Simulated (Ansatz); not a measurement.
CH7AlSiTe: several calculations on one system

## 1. Relaxation

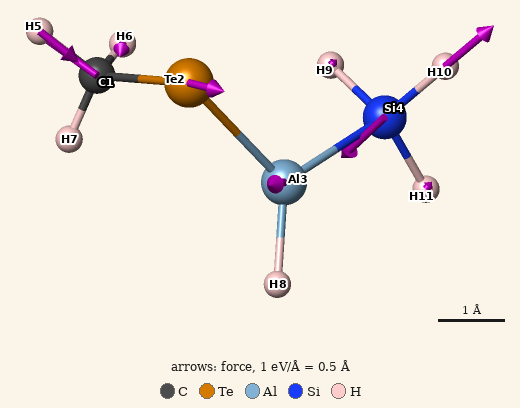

Starting geometry of CH7AlSiTe with the computed forces as purple arrows. The picture is a ball-and-stick view, seen at a tilt.

The run prepares an end point of a later path (torsion) calculation, from a guessed geometry.

Computed with Ansatz, RKS CAM-B3LYP-D4/def2-SVP. Settings: no spin polarisation; force threshold 0.015 eV/Å; at most 40 steps.

### Is this structure relaxed? If not, where do the atoms go?

It isn't relaxed: the largest force vector, on C1, is 2.97 eV/Å. The final displacements have little in common with the starting forces (cosine between the two patterns 0.00). Te2 moves most after the best rigid fit: 1.50 Å. Largest moves by element: Te 1.50 Å, H 1.43 Å, Al 0.47 Å, Si 0.43 Å, C 0.33 Å. Near-neighbour distances that change, for instance: Te2–Al3 2.612 → 2.508 Å, Si4–H10 1.393 → 1.494 Å, Al3–Si4 2.355 → 2.447 Å, C1–Te2 2.082 → 2.171 Å. Bond angles that change, for instance: C1–Te2–Al3 88.9° → 98.8°, Al3–Si4–H9 105.0° → 112.9°, H5–C1–H6 103.5° → 109.6°. Groups turn about Te2–Al3 by about 85°, Al3–Si4 by about 45°, C1–Te2 by about 35°. After 15 geometry steps the energy has fallen by 70.6 kJ/mol. Largest force component: 2.3 eV/Å at the start, 0.015 eV/Å at the end. Cost: 76 s on 2 threads of Arm Neoverse V1 (shared host), peak memory 0.34 GiB.

## 2. Relaxation

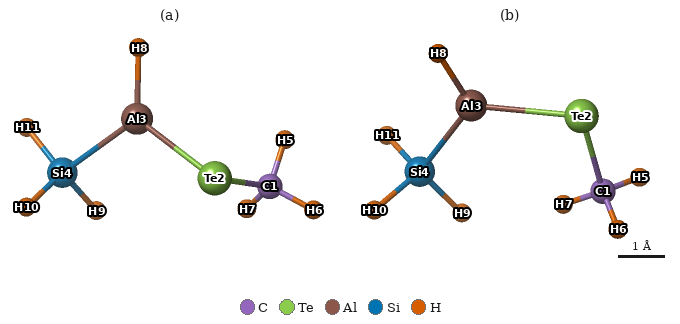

The structure of CH7AlSiTe before (left) and after (right) a relaxation, at one scale.

The picture is a ball-and-stick view, seen at a tilt.

The run prepares an end point of a later path (torsion) calculation, from a guessed geometry.

Method: RKS CAM-B3LYP-D4/def2-SVP in Ansatz 0.2.0. Settings: no spin polarisation; force threshold 0.015 eV/Å; at most 40 steps.

Summarise the run.

The energy falls by 17.3 kcal/mol in 23 geometry steps. The largest force component goes from 2.2 to 0.0085 eV/Å. The largest move after the best rigid fit is that of Te2, 1.61 Å. Largest moves by element: Te 1.61 Å, H 1.45 Å, Al 0.48 Å, Si 0.39 Å, C 0.29 Å. Among the contacts that change: Te2–Al3 2.612 → 2.507 Å, Si4–H10 1.393 → 1.494 Å, Al3–Si4 2.355 → 2.446 Å, C1–Te2 2.082 → 2.171 Å. Among the angles between lasting bonds that change: C1–Te2–Al3 88.9° → 99.2°, Al3–Si4–H9 105.0° → 113.0°, H5–C1–H6 103.5° → 110.0°. Groups turn about Te2–Al3 by about 85°, C1–Te2 by about 65°, Al3–Si4 by about 50°.

## 3. Path

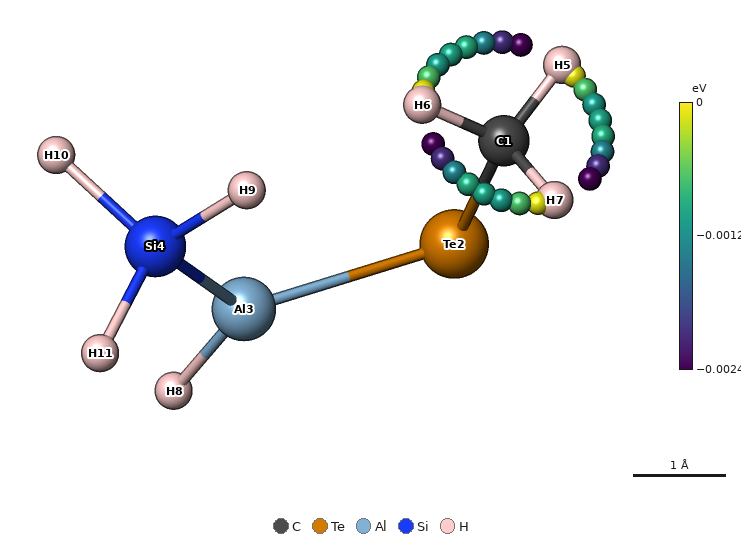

A nudged-elastic-band calculation for CH7AlSiTe. Images are numbered from 0 (start) to 8 (end). The start is drawn whole; smaller spheres mark the moving atoms (H) in the later images, joined by lines and coloured by the energy of the image relative to the start. A ball-and-stick model, seen from a free direction.

Level of theory: Ansatz 0.2.0, RKS CAM-B3LYP-D4/def2-SVP.

Input
```yaml
crystal:
  periodic: [false, false, false]
  atoms:
    - { symbol: C, position_ang: [-0.967295, 1.937222, 0.513661] }
    - { symbol: Te, position_ang: [0.037732, 1.047824, 2.220171] }
    - { symbol: Al, position_ang: [0.889396, -1.038498, 1.118656] }
    - { symbol: Si, position_ang: [0.505207, -1.48681, -1.256526] }
    - { symbol: H, position_ang: [-0.866571, 3.024844, 0.60462] }
    - { symbol: H, position_ang: [-0.505692, 1.603073, -0.421324] }
    - { symbol: H, position_ang: [-2.026654, 1.658157, 0.530355] }
    - { symbol: H, position_ang: [1.699039, -2.013754, 2.063854] }
    - { symbol: H, position_ang: [-0.491487, -0.560863, -1.868628] }
    - { symbol: H, position_ang: [1.779091, -1.34646, -2.023878] }
    - { symbol: H, position_ang: [0.012635, -2.881637, -1.460261] }
basis:
  gaussian: { orbitals: def2-SVP }
hamiltonian:
  xc: cam_b3lyp
  dispersion: d4
neb:
  order_check: false
  images: 7
  f_tol: 0.05
  max_iterations: 54
  initial_path: idpp
  final_atoms:
    - { symbol: C, position_ang: [-0.87968354, 2.00295419, 0.4939574] }
    - { symbol: Te, position_ang: [0.17037033, 1.11766509, 2.17475896] }
    - { symbol: Al, position_ang: [0.91820145, -1.02120446, 1.10139858] }
    - { symbol: Si, position_ang: [0.39605587, -1.56232806, -1.22655582] }
    - { symbol: H, position_ang: [-1.90818285, 2.21617784, 0.80697981] }
    - { symbol: H, position_ang: [-0.37088315, 2.93393599, 0.21888515] }
    - { symbol: H, position_ang: [-0.88671191, 1.31613371, -0.359334] }
    - { symbol: H, position_ang: [1.75342721, -1.97747532, 2.04464117] }
    - { symbol: H, position_ang: [-0.52133519, -0.57281918, -1.86381473] }
    - { symbol: H, position_ang: [1.64497295, -1.60543688, -2.04454546] }
    - { symbol: H, position_ang: [-0.25083017, -2.90450491, -1.32567105] }
```

Run as
```bash
ansatz run input.yaml --threads 2 --pin off --max-ram 3072MiB --backend cpu --events-out ev --progress --plain --runs-dir out
```

> What moves, how far, and at what cost in energy?

The motion is a rotation about the C1–Te2 bond by about 90°. No bond forms or breaks between the ends. No barrier shows: the energy is highest at the start, and the end lies 0.002 eV below the start. The band converged in 4 iterations. The largest component of the band force went from 0.24 to 0.039 eV/Å.

Cost: 2.5 min on 2 threads of Arm Neoverse V1, with other jobs on the host, peak memory 0.34 GiB.
